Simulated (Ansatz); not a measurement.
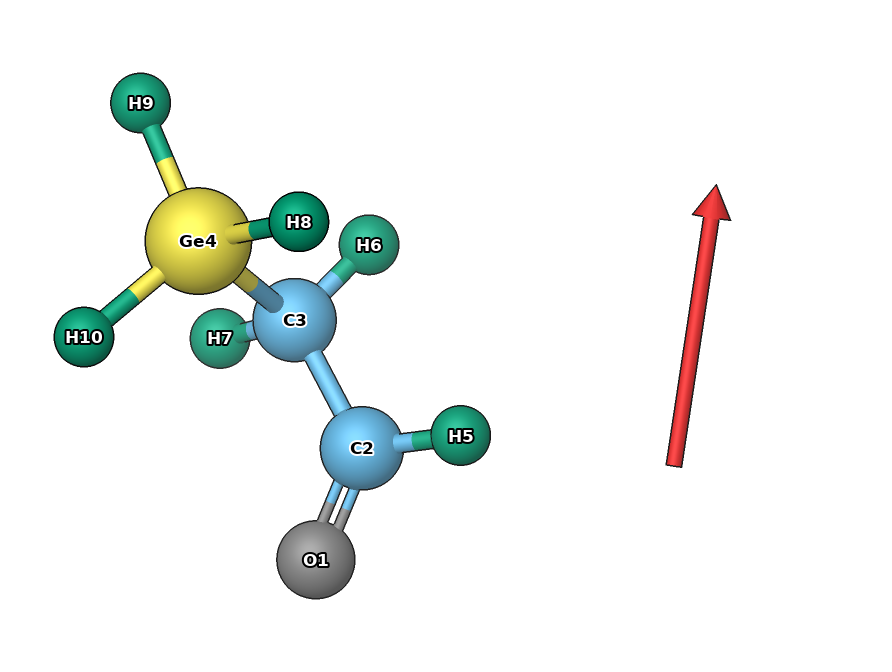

The arrow beside the molecule shows the direction of the dipole moment, from the negative to the positive end (its length means nothing). Computed geometry: PBE0-D4/def2-TZVP optimisation. No frequency run is at hand to confirm it as a minimum. Method: RKS PBE0-D4/def2-TZVP (Ansatz 0.2.0).

Q: How large is the dipole moment?

A: 2.89 D; it points from the side of O1 to the side of H9 (the outermost atoms at the two ends).
